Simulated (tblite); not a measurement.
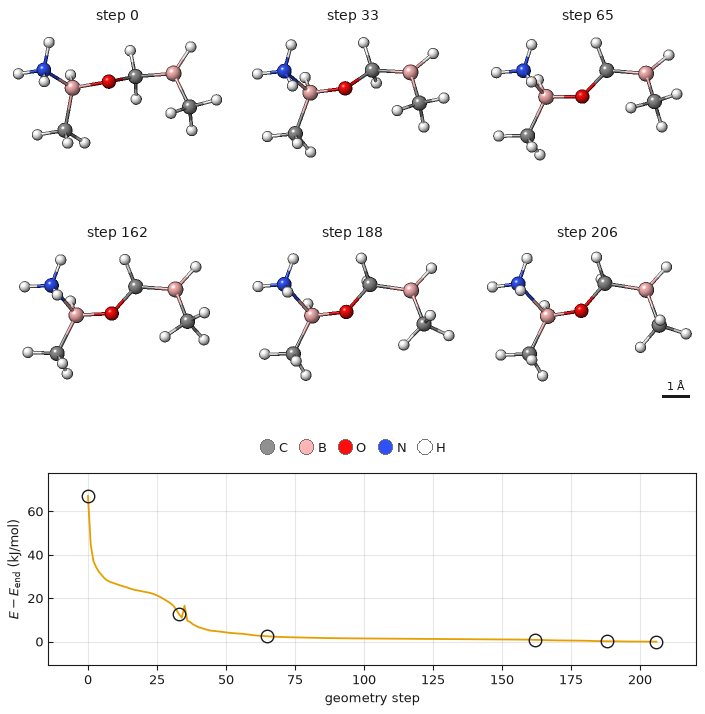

Frames of a relaxation of C3H13B2NO, marked on the history of the run. A ball-and-stick model, seen face on.

Method: GFN2-xTB geometry optimisation, gas phase in tblite 0.8.0. 

Describe the path.

Answer. An H atom moves most after the best rigid fit: 1.39 Å. By element the largest moves are H 1.39 Å, B 0.52 Å, O 0.51 Å, C 0.49 Å, N 0.32 Å. Among the contacts that change: B–N 1.532 → 1.839 Å, B–O 1.491 → 1.399 Å, H–N 1.052 → 1.012 Å, B–C 1.605 → 1.565 Å. Among the angles between lasting bonds that change: C–B–H 107.9° → 117.1°, C–O–B 111.9° → 120.7°, C–B–N 110.2° → 101.5°. Groups turn about B–C by about 85°, B–C by about 60°, B–O by about 60°. The energy falls by 67.1 kJ/mol in 206 geometry steps. From step 0 to 33: an H atom moves most (0.70 Å), energy −54.4 kJ/mol. From step 33 to 65: an H atom moves most (0.48 Å), energy −10.2 kJ/mol. From step 65 to 162: an H atom moves most (0.59 Å), energy −1.64 kJ/mol. From step 162 to 188: an H atom moves most (0.59 Å), energy −0.65 kJ/mol. From step 188 to 206: an H atom moves most (0.32 Å), energy −0.19 kJ/mol.

| step | E − E(0), kJ/mol |
| --- | --- |
| 0 | 0.00 |
| 1 | -22.43 |
| 2 | -30.05 |
| 3 | -32.87 |
| 4 | -34.95 |
| 5 | -36.46 |
| 6 | -37.91 |
| 7 | -38.90 |
| 8 | -39.52 |
| 9 | -39.97 |
| 10 | -40.44 |
| 20 | -43.95 |
| 31 | -50.63 |
| 41 | -60.77 |
| 51 | -62.98 |
| 62 | -64.35 |
| 72 | -65.01 |
| 82 | -65.36 |
| 93 | -65.54 |
| 103 | -65.61 |
| 113 | -65.70 |
| 123 | -65.84 |
| 134 | -65.91 |
| 144 | -65.97 |
| 154 | -66.05 |
| 165 | -66.40 |
| 175 | -66.57 |
| 185 | -66.83 |
| 196 | -67.02 |
| 206 | -67.09 |
